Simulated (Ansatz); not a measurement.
# GeH4ClOF: geometry relaxation (part 2 of 2)

GeH4ClOF; RKS PBE-D4/def2-SVP (Ansatz 0.2.0). The input holds or restrains some coordinates. It belongs to a series of runs on one base structure; here: pulled along the bonds that form and break, towards end A.

Geometry of the input (Å):
```
Ge 0.0000  0.0000  0.0000
F  0.0000  0.0000  2.0300
Cl 2.0935  0.0000  -0.7393
H  -0.7300  1.2648  -0.5162
H  -0.7300  -1.2648  -0.5162
O  1.0856  1.6372  0.6527
H  1.8625  1.3234  1.2167
H  0.6576  0.9917  1.7453
```

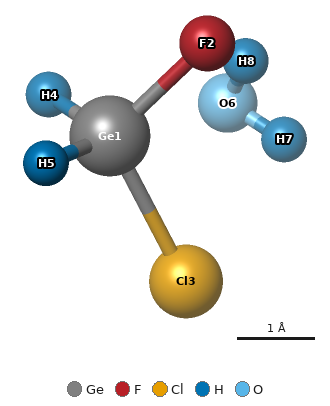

Figure 1. The geometry at step 3 of the log (ball-and-stick view, seen at a tilt; atoms are numbered from 1 in the order of the input).

## Output, continued
```
relax step   5: F+E_penalty+E_count = -73838.44846671 eV  Δ(F+E_penalty+E_count) = -5.884e-1 eV  max|allowed force component| = 1.929e0 eV/Å  E_restraint = 0.03998330 eV  max|allowed force component, restraints' pulls added| = 1.708e0 eV/Å  Δτ_max = 0.1939 Å  (31 SCF iters, accepted)
  distance Ge 0 - O 5 = 2.9774 Å
  distance H 7 - F 1 = 2.1423 Å
  distance Ge 0 - F 1 = 1.7185 Å
  distance H 7 - O 5 = 0.9848 Å
these checks for a lower state are left out or cut short: starts, cluster_reference, orbital_swaps, neighbouring_geometries, increment
1069 factors; their error is unknown
mean field -73838.39485740 eV, -2713.5109615478 hartree, gradient 9.3e-6 eV, S^2 0.000000; 0 other end points of the search recorded, 0 dependent functions left out
the calculation of the forces begins
reference -73838.39488954 eV, -2713.5109627288 hartree; 35, 35 occupied and 63, 63 virtual orbitals, 1069 factors
relax step   6: F+E_penalty+E_count = -73838.54389492 eV  Δ(F+E_penalty+E_count) = -9.543e-2 eV  max|allowed force component| = 1.577e0 eV/Å  E_restraint = 0.03564731 eV  max|allowed force component, restraints' pulls added| = 1.200e0 eV/Å  Δτ_max = 0.1683 Å  (29 SCF iters, accepted)
  distance Ge 0 - O 5 = 2.9789 Å
  distance H 7 - F 1 = 2.1321 Å
  distance Ge 0 - F 1 = 1.7205 Å
  distance H 7 - O 5 = 0.9875 Å
these checks for a lower state are left out or cut short: starts, cluster_reference, orbital_swaps, neighbouring_geometries, increment
1069 factors; their error is unknown
mean field -73838.43624401 eV, -2713.5124824776 hartree, gradient 2.4e-5 eV, S^2 0.000000; 0 other end points of the search recorded, 0 dependent functions left out
the calculation of the forces begins
reference -73838.43627635 eV, -2713.5124836662 hartree; 35, 35 occupied and 63, 63 virtual orbitals, 1069 factors
relax step   7: F+E_penalty+E_count = -73838.58534814 eV  Δ(F+E_penalty+E_count) = -4.145e-2 eV  max|allowed force component| = 1.280e0 eV/Å  E_restraint = 0.03473663 eV  max|allowed force component, restraints' pulls added| = 4.295e-1 eV/Å  Δτ_max = 0.2000 Å  (28 SCF iters, accepted)
  distance Ge 0 - O 5 = 2.9713 Å
  distance H 7 - F 1 = 2.1206 Å
  distance Ge 0 - F 1 = 1.7247 Å
  distance H 7 - O 5 = 0.9923 Å
these checks for a lower state are left out or cut short: starts, cluster_reference, orbital_swaps, neighbouring_geometries, increment
1069 factors; their error is unknown
mean field evaluation 64: about -73838.4523 eV, gradient 5.4e0 eV
mean field -73838.46867620 eV, -2713.5136743388 hartree, gradient 1.0e-5 eV, S^2 0.000000; 0 other end points of the search recorded, 0 dependent functions left out
the calculation of the forces begins
reference -73838.46870831 eV, -2713.5136755187 hartree; 35, 35 occupied and 63, 63 virtual orbitals, 1069 factors
relax step   8: F+E_penalty+E_count = -73838.61835986 eV  Δ(F+E_penalty+E_count) = -3.301e-2 eV  max|allowed force component| = 1.247e0 eV/Å  E_restraint = 0.03295594 eV  max|allowed force component, restraints' pulls added| = 8.200e-2 eV/Å  Δτ_max = 0.0980 Å  (28 SCF iters, accepted)
  distance Ge 0 - O 5 = 2.9701 Å
  distance H 7 - F 1 = 2.1197 Å
  distance Ge 0 - F 1 = 1.7230 Å
  distance H 7 - O 5 = 0.9913 Å
1069 factors; their error is unknown
mean field -73838.46867620 eV, -2713.5136743388 hartree, gradient 1.0e-5 eV, S^2 0.000000; 1 other end points of the search recorded, 0 dependent functions left out
the calculation of the forces begins
reference -73838.46870831 eV, -2713.5136755187 hartree; 35, 35 occupied and 63, 63 virtual orbitals, 1069 factors
Total energy: -73838.61839197 eV, -2713.5191762918 hartree
Atom 0 at    -0.127634    -0.191778    -0.100138 Å, force    -0.000729     0.155108    -1.238821 eV/Å
Atom 1 at    -0.145772    -0.299499     1.619373 Å, force    -0.010985    -0.099080     1.246526 eV/Å
Atom 2 at     1.944872    -0.384690    -0.751342 Å, force    -0.001270    -0.008274     0.016148 eV/Å
Atom 3 at    -0.745068     1.140091    -0.559190 Å, force     0.014796    -0.015517    -0.010055 eV/Å
Atom 4 at    -0.835478    -1.481928    -0.577063 Å, force    -0.002904    -0.018420     0.000512 eV/Å
Atom 5 at     1.229764     2.075925     1.254943 Å, force    -0.208973    -0.399266     0.441166 eV/Å
Atom 6 at     2.031645     1.581152     0.991041 Å, force    -0.007788     0.045632    -0.010559 eV/Å
Atom 7 at     0.886871     1.513028     1.995375 Å, force     0.217853     0.339816    -0.444918 eV/Å
Dipole moment:    -0.181376    -0.184786    -0.098939 e Å
```

## Trajectory as extended XYZ (Å, eV, eV/Å), 8 frames, from step=1 to step=8
```
8
Properties=species:S:1:pos:R:3:forces:R:3 step=1 energy=-73835.65019
Ge    0.0000    0.0000    0.0000    1.1193   1.6872  -0.7759
F     0.0000    0.0000    2.0300   -0.0442  -0.3242  -0.7958
Cl    2.0935    0.0000   -0.7393    0.6386  -2.7600  -1.8613
H    -0.7300    1.2648   -0.5162   -0.6475  -0.3668  -0.1426
H    -0.7300   -1.2648   -0.5162    0.1466  -0.5543   0.6667
O     1.0856    1.6372    0.6527   -0.6786   0.3841   5.8652
H     1.8625    1.3234    1.2167    0.4365   0.7607  -1.7039
H     0.6576    0.9917    1.7453   -0.9706   1.1733  -1.2525
8
Properties=species:S:1:pos:R:3:forces:R:3 step=2 energy=-73836.47069
Ge   -0.0644   -0.0955    0.0151    1.8068   3.1958   0.3161
F    -0.0721   -0.1115    1.9644   -0.0464  -0.3691  -1.7799
Cl    2.0856   -0.0306   -0.7537   -0.6539  -1.7732  -0.6187
H    -0.7349    1.2507   -0.5144   -0.1342  -0.9043   0.2848
H    -0.7378   -1.2881   -0.5138   -0.5328  -1.6866  -0.0217
O     1.1408    1.7740    0.7799   -1.5463  -1.5244   5.0793
H     1.8958    1.3260    1.2167    1.8679   0.6252  -1.2747
H     0.7262    1.1272    1.6787   -0.7611   2.4367  -1.9852
8
Properties=species:S:1:pos:R:3:forces:R:3 step=3 energy=-73837.13932
Ge   -0.1247   -0.1843    0.0351    2.2854   4.3582   0.3270
F    -0.1471   -0.2394    1.8774    0.0537  -0.1847  -1.4041
Cl    2.0647   -0.0469   -0.7503   -1.1807  -1.3470  -0.0240
H    -0.7310    1.2327   -0.5051    0.1140  -1.2720   0.5478
H    -0.7531   -1.3237   -0.5215   -1.1045  -2.6569  -0.7123
O     1.1961    1.8797    0.8960   -0.7332  -1.0318   2.9550
H     1.9385    1.3298    1.2026    2.2603   0.4752  -1.3768
H     0.7957    1.3046    1.6388   -1.6950   1.6590  -0.3125
8
Properties=species:S:1:pos:R:3:forces:R:3 step=4 energy=-73837.86012
Ge   -0.1610   -0.2178    0.0245    1.8548   2.9886  -1.3693
F    -0.1910   -0.3392    1.7661    0.1071  -0.0181   0.4167
Cl    2.0216   -0.0910   -0.7419   -1.1963  -0.9151   0.2500
H    -0.7278    1.1902   -0.4846    0.0511  -0.8979   0.4622
H    -0.7834   -1.4010   -0.5437   -0.6820  -1.7123  -0.5039
O     1.2763    2.0075    1.0193    0.6959  -1.2638   1.2288
H     2.0053    1.3387    1.1577    0.6221   1.0603  -1.1789
H     0.7992    1.4649    1.6755   -1.4526   0.7582   0.6943
8
Properties=species:S:1:pos:R:3:forces:R:3 step=5 energy=-73838.44847
Ge   -0.1511   -0.1901   -0.0614    0.8691   0.2484  -1.6078
F    -0.1512   -0.3314    1.6512    0.0660  -0.0225   1.3373
Cl    1.9706   -0.2473   -0.7570   -0.6155  -0.2219   0.1696
H    -0.7661    1.1451   -0.4690   -0.1537   0.1319  -0.0572
H    -0.7956   -1.4819   -0.5726   -0.0988  -0.2110  -0.0674
O     1.3105    2.0955    1.1653    1.0019  -1.9287   0.4047
H     2.0339    1.3765    1.0898   -0.8378   1.4993  -0.3045
H     0.7882    1.5859    1.8267   -0.2312   0.5046   0.1253
8
Properties=species:S:1:pos:R:3:forces:R:3 step=6 energy=-73838.54389
Ge   -0.1217   -0.2108   -0.0761    0.4452   0.2106  -1.5773
F    -0.0746   -0.3664    1.6368    0.0607  -0.0547   1.3063
Cl    1.9473   -0.4022   -0.8185   -0.3522  -0.0252   0.1916
H    -0.6636    1.1690   -0.4626   -0.1242   0.0124  -0.0279
H    -0.8695   -1.4576   -0.5833   -0.0618  -0.1034   0.0039
O     1.2254    2.1228    1.1940    0.7711  -1.3654   0.4129
H     2.0249    1.5218    1.1037   -0.6182   0.8906  -0.2320
H     0.7710    1.5758    1.8791   -0.1205   0.4352  -0.0774
8
Properties=species:S:1:pos:R:3:forces:R:3 step=7 energy=-73838.58535
Ge   -0.1194   -0.1610   -0.1408   -0.2173  -0.1459  -0.9284
F    -0.1113   -0.2539    1.5814   -0.0178  -0.1007   1.2798
Cl    1.9333   -0.4275   -0.7960    0.1282   0.1785  -0.0581
H    -0.8368    1.1377   -0.5576    0.1713  -0.0134  -0.1151
H    -0.7802   -1.5005   -0.5550   -0.0918   0.0855  -0.0717
O     1.2566    2.0705    1.2574   -0.3332  -0.3180   0.5156
H     2.0310    1.5116    1.0601    0.1657  -0.0049  -0.0950
H     0.8662    1.5754    2.0236    0.1948   0.3189  -0.5271
8
Properties=species:S:1:pos:R:3:forces:R:3 step=8 energy=-73838.61836
Ge   -0.1276   -0.1918   -0.1001   -0.0007   0.1551  -1.2388
F    -0.1458   -0.2995    1.6194   -0.0110  -0.0991   1.2465
Cl    1.9449   -0.3847   -0.7513   -0.0013  -0.0083   0.0161
H    -0.7451    1.1401   -0.5592    0.0148  -0.0155  -0.0101
H    -0.8355   -1.4819   -0.5771   -0.0029  -0.0184   0.0005
O     1.2298    2.0759    1.2549   -0.2090  -0.3993   0.4412
H     2.0316    1.5812    0.9910   -0.0078   0.0456  -0.0106
H     0.8869    1.5130    1.9954    0.2179   0.3398  -0.4449
```

## Results in brief

| quantity | value |
| --- | --- |
| outcome | converged under the restraints of the input |
| total energy | −73838.6184 eV |
| mean-field energy | −73838.4687 eV |
| largest force (length of the vector) at the end, held atoms and coordinates included | 1.251 eV/Å |
| hardware | 2 threads of Intel Xeon (Granite Rapids), 32 GiB of memory available, shared host |
| wall time | 8.2 s (CPU time 15 s) |
| peak memory | 0.16 GiB |
